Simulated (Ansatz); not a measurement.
## Fields on a plane of Y(AlSi)2 (space group P-3m1)

```
CELL_PARAMETERS angstrom
      4.17029     0.00000     0.00000
     -2.08514     3.61157     0.00000
      0.00000     0.00000     6.51056
ATOMIC_POSITIONS crystal
  Y  0.00000 0.00000 0.00000
  Al 0.66667 0.33333 0.35513
  Al 0.33333 0.66667 0.64487
  Si 0.66667 0.33333 0.74276
  Si 0.33333 0.66667 0.25724
```

The slice is a (1 -1 0 0) plane (indices of the conventional cell) through the point (0.333, 0.667, 0.645) (fractional), spanned by u = [110] and v = [001] in vectors of this cell: u (4.17 Å) and v (6.51 Å, at 90° to u). It covers one period; positions are fractions (u, v).

Atoms on it: Al at (0.00, 0.00); Si at (0.00, 0.61).

Level of theory: PBEsol (plane waves to 420 eV, PAW, scalar-relativistic; Ansatz, a first-principles code). k mesh 13×13×7. These are valence fields of a PAW run, semicore shells included where kept as valence: close to a nucleus they are smooth pseudo fields. Y(AlSi)2 is run without spin polarisation. Y(AlSi)2 was relaxed with its symmetry unable to fall.

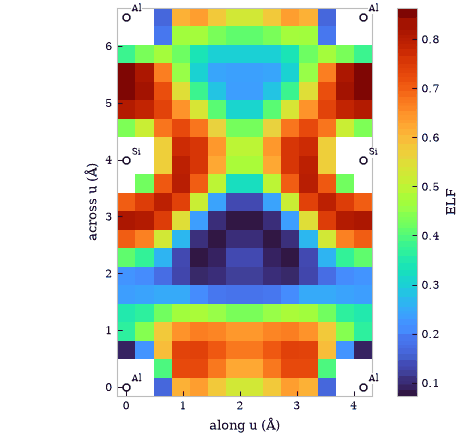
Figure. Electron localisation function (ELF), one period of the plane, atoms marked. Points within 0.5 Å of a nucleus are left white, as the pseudised field means little there.

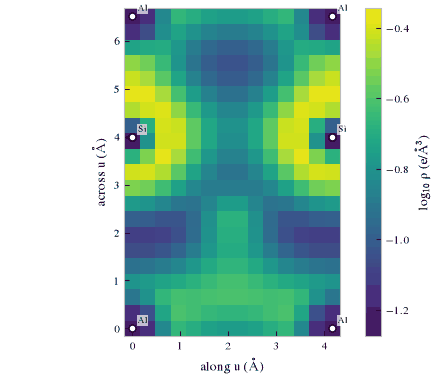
Log₁₀ of the valence density in e/Å³, one period of the plane, atoms marked. The scale is logarithmic, as a density can span decades between atoms and voids.
